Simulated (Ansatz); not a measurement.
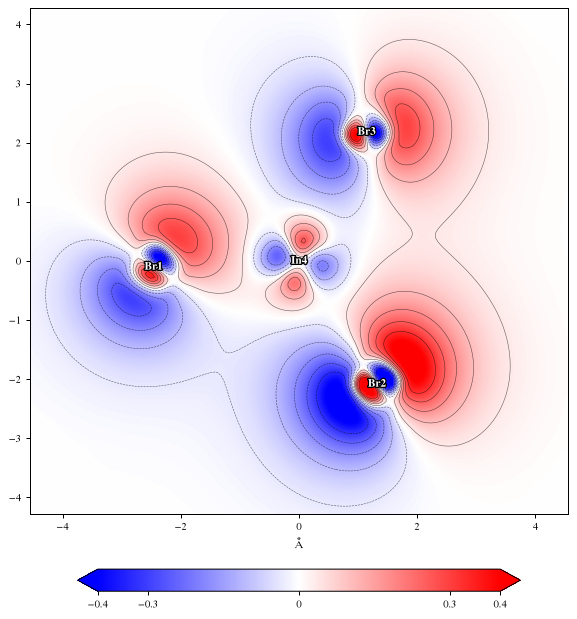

Figure 1: Br3In (SMILES [Br][In]([Br])[Br]). The HOMO−1 on the molecular plane (values in Å⁻³ᐟ²; the overall sign is arbitrary).

Geometry: r2SCAN-D4/def2-SVP; core potentials replace the inner electrons of In.

All numbers below come from isolated molecule in a Gaussian basis; Kohn-Sham density functional theory, functional PBE0 (Ansatz).

Q: Describe this orbital and give its energy.

A: By Hirshfeld shares it lies mainly on Br2 (about 55 %), Br1 (about 20 %), Br3 (about 20 %) and In4 (about 5 %); it is symmetric in the molecular plane (an in-plane orbital: σ, lone-pair or in-plane π type); largely a combination of lone pairs on Br2, Br1 and Br3. It is one of a degenerate set, so its orientation is arbitrary. Its energy is −8.89 eV.
